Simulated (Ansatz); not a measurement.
# A workflow on CH3F (fluoromethane)

Aim: a point of an energy scan (MP2/def2-mTZVP), then a point of an energy scan (MP2/def2-mTZVP), then a point of an energy scan (MP2/def2-mTZVP), then a point of an energy scan (MP2/def2-mTZVP), then a point of an energy scan (UMP2/def2-mTZVP) of CH3F (fluoromethane). 

The results are computed with Ansatz 0.2.0.

**1. The molecule**

CH3F has 5 atoms, charge 0, and is taken as a singlet. As SMILES, `CF`. The shape is that of a PBE0-D4/def2-TZVP optimisation.

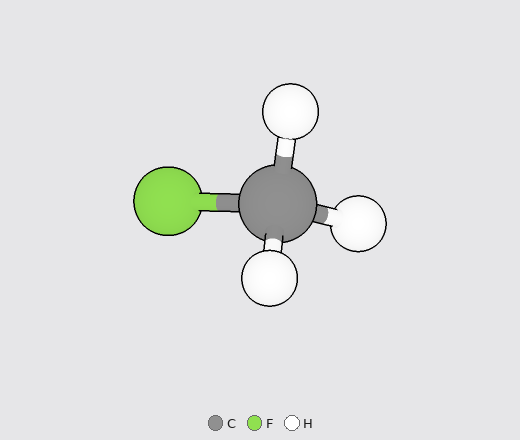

Viewed from a chosen angle; carbon grey, fluorine green, hydrogen white.

**2. A point of an energy scan at MP2/def2-mTZVP (held atoms (5, 1), held distance 0.9831 angstrom) (run 1)**

Contents of in.yaml:

```yaml
crystal:
  periodic: [false, false, false]
  atoms:
    - {symbol: C, position_ang: [-0.050700, 0.032900, 0.007800]}
    - {symbol: F, position_ang: [1.094100, -0.710500, -0.168600]}
    - {symbol: H, position_ang: [-0.918700, -0.626900, -0.058000]}
    - {symbol: H, position_ang: [-0.104800, 0.796000, -0.772000]}
    - {symbol: H, position_ang: [-0.019800, 0.508500, 0.990700]}
basis:
  gaussian: {orbitals: def2-mTZVP}
correlation: {method: mp2}
relax: {max_steps: 60, constraints: [{distance: [4, 0], at: 0.9831}]}
```

Run with:

```console
$ ansatz run in.yaml --threads 1 --pin off --max-ram 2610MiB --events-out events.jsonl --progress --plain --runs-dir runs
```

The program printed:

```text
Warning: RAYON_NUM_THREADS=1 ignored (pool sized by the plan → 1); use --threads N
The last accepted step is kept in runs//last_step.txt (removed where the run ends without a failure and the disk answers)
[... 12 lines left out ...]
2 core orbitals not correlated: weight in the atoms' cores, before any rotation towards them, 1.000 or more for the frozen orbitals, at most 0.000 for the correlated occupied ones
[... 28 lines left out ...]
2 core orbitals not correlated: weight in the atoms' cores, before any rotation towards them, 1.000 or more for the frozen orbitals, at most 0.000 for the correlated occupied ones
[... 18 lines left out ...]
Dipole moment:    -0.374174     0.248308     0.068275 e Å
Checks for a lower state left out: cluster_reference
```

Run time: 4.5 s. Hardware: 1 thread of Arm Neoverse N1, shared host.

**3. A point of an energy scan at MP2/def2-mTZVP (held atoms (5, 1), held distance 1.0924 angstrom) (run 2)**

Contents of molecule.yaml:

```yaml
basis:
  gaussian:
    orbitals: def2-mTZVP
crystal:
  periodic: [false, false, false]
  atoms:
    - {symbol: C, position_ang: [-0.061583, 0.051591, 0.032564]}
    - {symbol: F, position_ang: [1.102380, -0.707845, -0.153937]}
    - {symbol: H, position_ang: [-0.916604, -0.615404, -0.044383]}
    - {symbol: H, position_ang: [-0.106915, 0.800006, -0.754637]}
    - {symbol: H, position_ang: [-0.017178, 0.471652, 0.920293]}
correlation:
  method: mp2
relax:
  max_steps: 60
  constraints: [{distance: [4, 0], at: 1.0924}]
```

Run with:

```console
$ ansatz run molecule.yaml --threads 1 --pin off --max-ram 2610MiB --events-out events.jsonl --progress --plain --runs-dir runs
```

The program printed:

```text
Warning: RAYON_NUM_THREADS=1 ignored (pool sized by the plan → 1); use --threads N
The last accepted step is kept in runs//last_step.txt (removed where the run ends without a failure and the disk answers)
[... 12 lines left out ...]
2 core orbitals not correlated: weight in the atoms' cores, before any rotation towards them, 1.000 or more for the frozen orbitals, at most 0.000 for the correlated occupied ones
[... 28 lines left out ...]
2 core orbitals not correlated: weight in the atoms' cores, before any rotation towards them, 1.000 or more for the frozen orbitals, at most 0.000 for the correlated occupied ones
[... 18 lines left out ...]
Dipole moment:    -0.368888     0.239255     0.056260 e Å
Checks for a lower state left out: cluster_reference
```

Wall time 4.5 s (1 thread of Arm Neoverse N1, shared host).

**4. A point of an energy scan at MP2/def2-mTZVP (held atoms (5, 1), held distance 1.2562 angstrom) (run 3)**

Contents of molecule.yaml:

```yaml
crystal:
  periodic: [false, false, false]
  atoms:
    - {symbol: C, position_ang: [-0.061063, 0.039003, 0.008070]}
    - {symbol: F, position_ang: [1.101734, -0.716144, -0.171212]}
    - {symbol: H, position_ang: [-0.917168, -0.626698, -0.058472]}
    - {symbol: H, position_ang: [-0.104185, 0.794471, -0.771616]}
    - {symbol: H, position_ang: [-0.019217, 0.509368, 0.993130]}
basis:
  gaussian:
    orbitals: def2-mTZVP
correlation:
  method: mp2
relax:
  max_steps: 60
  constraints: [{distance: [4, 0], at: 1.2562}]
```

Run with:

```console
$ ansatz run molecule.yaml --threads 1 --pin off --max-ram 2610MiB --events-out events.jsonl --progress --plain --runs-dir runs
```

The program printed:

```text
Warning: RAYON_NUM_THREADS=1 ignored (pool sized by the plan → 1); use --threads N
The last accepted step is kept in runs//last_step.txt (removed where the run ends without a failure and the disk answers)
[... 22 lines left out ...]
2 core orbitals not correlated: weight in the atoms' cores, before any rotation towards them, 1.000 or more for the frozen orbitals, at most 0.000 for the correlated occupied ones
[... 27 lines left out ...]
2 core orbitals not correlated: weight in the atoms' cores, before any rotation towards them, 1.000 or more for the frozen orbitals, at most 0.000 for the correlated occupied ones
[... 19 lines left out ...]
Dipole moment:    -0.358182     0.218422     0.026949 e Å
Checks for a lower state left out: cluster_reference
```

Run time: 5.4 s. Hardware: 1 thread of Arm Neoverse N1, shared host.

**5. A point of an energy scan at MP2/def2-mTZVP (held atoms (5, 1), held distance 1.4201 angstrom) (run 4)**

Contents of in.yaml:

```yaml
crystal:
  periodic: [false, false, false]
  atoms:
    - {symbol: C, position_ang: [-0.058964, 0.018472, -0.030452]}
    - {symbol: F, position_ang: [1.100339, -0.728346, -0.197119]}
    - {symbol: H, position_ang: [-0.918055, -0.643263, -0.077169]}
    - {symbol: H, position_ang: [-0.099500, 0.787646, -0.795202]}
    - {symbol: H, position_ang: [-0.023719, 0.565491, 1.099843]}
basis:
  gaussian: {orbitals: def2-mTZVP}
correlation: {method: mp2}
relax: {max_steps: 60, constraints: [{distance: [4, 0], at: 1.4201}]}
```

Run with:

```console
$ ansatz run in.yaml --threads 1 --pin off --max-ram 2610MiB --events-out events.jsonl --progress --plain --runs-dir runs
```

The program printed:

```text
Warning: RAYON_NUM_THREADS=1 ignored (pool sized by the plan → 1); use --threads N
The last accepted step is kept in runs//last_step.txt (removed where the run ends without a failure and the disk answers)
[... 12 lines left out ...]
2 core orbitals not correlated: weight in the atoms' cores, before any rotation towards them, 1.000 or more for the frozen orbitals, at most 0.000 for the correlated occupied ones
[... 28 lines left out ...]
2 core orbitals not correlated: weight in the atoms' cores, before any rotation towards them, 1.000 or more for the frozen orbitals, at most 0.000 for the correlated occupied ones
[... 18 lines left out ...]
Dipole moment:    -0.345557     0.190522    -0.014259 e Å
Checks for a lower state left out: cluster_reference
```

Run time: 4.5 s. Hardware: 1 thread of Arm Neoverse N1, shared host.

**6. A point of an energy scan at UMP2/def2-mTZVP (held atoms (5, 1), held distance 1.6385 angstrom) (run 5)**

Contents of job.yaml:

```yaml
crystal:
  periodic: [false, false, false]
  atoms:
    - {symbol: C, position_ang: [-0.056160, -0.003339, -0.070724]}
    - {symbol: F, position_ang: [1.099176, -0.740881, -0.223426]}
    - {symbol: H, position_ang: [-0.918709, -0.659556, -0.093346]}
    - {symbol: H, position_ang: [-0.093959, 0.782181, -0.816817]}
    - {symbol: H, position_ang: [-0.030246, 0.621596, 1.204214]}
basis:
  gaussian:
    orbitals: def2-mTZVP
magnetization:
  spin_polarized: true
correlation:
  method: mp2
relax:
  max_steps: 60
  constraints: [{distance: [4, 0], at: 1.6385}]
```

Run with:

```console
$ ansatz run job.yaml --threads 1 --pin off --max-ram 2610MiB --events-out events.jsonl --progress --plain --runs-dir runs
```

The program printed:

```text
Warning: RAYON_NUM_THREADS=1 ignored (pool sized by the plan → 1); use --threads N
The last accepted step is kept in runs//last_step.txt (removed where the run ends without a failure and the disk answers)
[... 14 lines left out ...]
2 core orbitals not correlated: weight in the atoms' cores, before any rotation towards them, 1.000 or more for the frozen orbitals, at most 0.000 for the correlated occupied ones
[... 27 lines left out ...]
2 core orbitals not correlated: weight in the atoms' cores, before any rotation towards them, 1.000 or more for the frozen orbitals, at most 0.000 for the correlated occupied ones
[... 26 lines left out ...]
2 core orbitals not correlated: weight in the atoms' cores, before any rotation towards them, 1.000 or more for the frozen orbitals, at most 0.000 for the correlated occupied ones
[... 19 lines left out ...]
Dipole moment:    -0.316097     0.115571    -0.130039 e Å
Checks for a lower state left out: cluster_reference
```

Wall time 11 s (1 thread of Arm Neoverse N1, shared host); peak memory 0.1 GiB.

**7. Summary of results**

| quantity | value |
| --- | --- |
| run 1, MP2/def2-mTZVP: total energy | -139.41531 Eh |
| run 1, MP2/def2-mTZVP: dipole moment (correlated density) | 2.18 D |
| run 1, MP2/def2-mTZVP: correlation energy (2 core orbitals frozen) | -331.7 mEh |
| run 2, MP2/def2-mTZVP: total energy | -139.42360 Eh |
| run 2, MP2/def2-mTZVP: dipole moment (correlated density) | 2.13 D |
| run 2, MP2/def2-mTZVP: correlation energy (2 core orbitals frozen) | -332.5 mEh |
| run 3, MP2/def2-mTZVP: total energy | -139.41045 Eh |
| run 3, MP2/def2-mTZVP: dipole moment (correlated density) | 2.02 D |
| run 3, MP2/def2-mTZVP: correlation energy (2 core orbitals frozen) | -334.3 mEh |
| run 4, MP2/def2-mTZVP: total energy | -139.38500 Eh |
| run 4, MP2/def2-mTZVP: dipole moment (correlated density) | 1.90 D |
| run 4, MP2/def2-mTZVP: correlation energy (2 core orbitals frozen) | -336.6 mEh |
| run 5, UMP2/def2-mTZVP: total energy | -139.34617 Eh |
| run 5, UMP2/def2-mTZVP: dipole moment (correlated density) | 1.73 D |
| run 5, UMP2/def2-mTZVP: correlation energy (2 core orbitals frozen) | -338.6 mEh |
| run 5, UMP2/def2-mTZVP: ⟨S²⟩ | 0.026 |

What this shows: Mulliken charges (run 2, MP2/def2-mTZVP) run from -0.33 on F2 to +0.16 on H3. Mulliken charges (run 3, MP2/def2-mTZVP) run from -0.32 on F2 to +0.16 on H3; they depend strongly on the basis. Mulliken charges (run 5, UMP2/def2-mTZVP) run from -0.26 on F2 to +0.19 on H3.
